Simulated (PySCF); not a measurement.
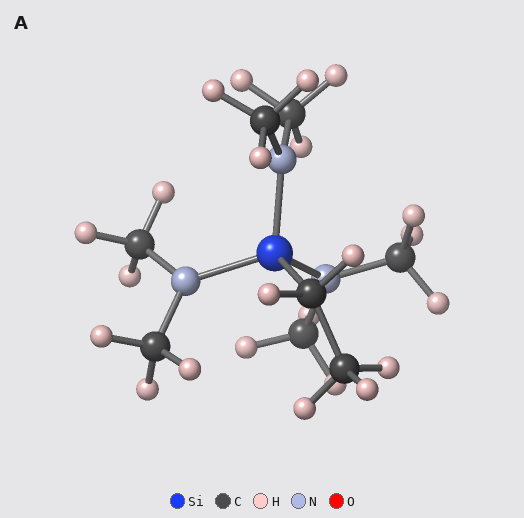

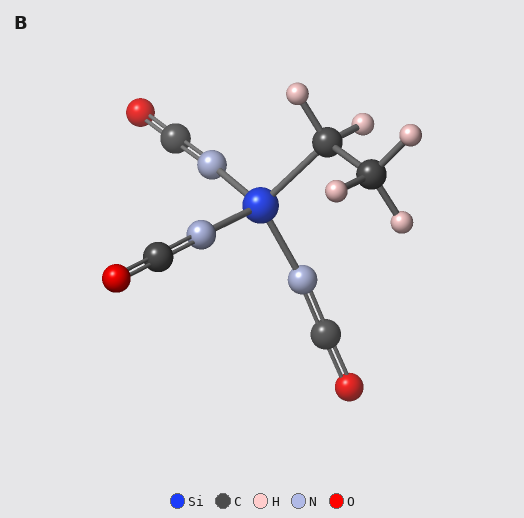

Two related species, optimised with PBE0-D3(BJ)/def2-SVP; properties computed with PySCF 2.14.0. Both: charge 0, singlet.

### Identify both.

A is SiEt(NMe2)3 (CC[Si](N(C)C)(N(C)C)N(C)C), B is SiEt(NCO)3 (CC[Si](N=C=O)(N=C=O)N=C=O).

Compare them. With PBE0/pcSseg-1: dipole moment (D), HOMO–LUMO gap (eV), HOMO energy (Kohn–Sham orbital) (eV), shielding of Si (ppm), Hirshfeld charge of Si (e), IAO charge of Si (e). With B3LYP/def2-SVPD: lowest vertical singlet excitation (eV), mean static polarisability (bohr³). With PBE0-D3(BJ)/def2-SVP: mean Si–C length (Å), mean Si–N length (Å).

```
                               quantity      A      B
                      dipole moment (D)   0.16   2.96
                     HOMO–LUMO gap (eV)   6.88   8.81
   HOMO energy (Kohn–Sham orbital) (eV)  −5.81  −8.82
                  shielding of Si (ppm)  364.7  432.6
             Hirshfeld charge of Si (e)   0.45   0.52
                   IAO charge of Si (e)   1.30   1.43
lowest vertical singlet excitation (eV)   5.14   7.01
     mean static polarisability (bohr³)  150.0  111.5
                   mean Si–C length (Å)  1.890  1.850
                   mean Si–N length (Å)  1.742  1.710
```

Each is one conformer, and no frequency run is at hand to confirm it as a minimum.
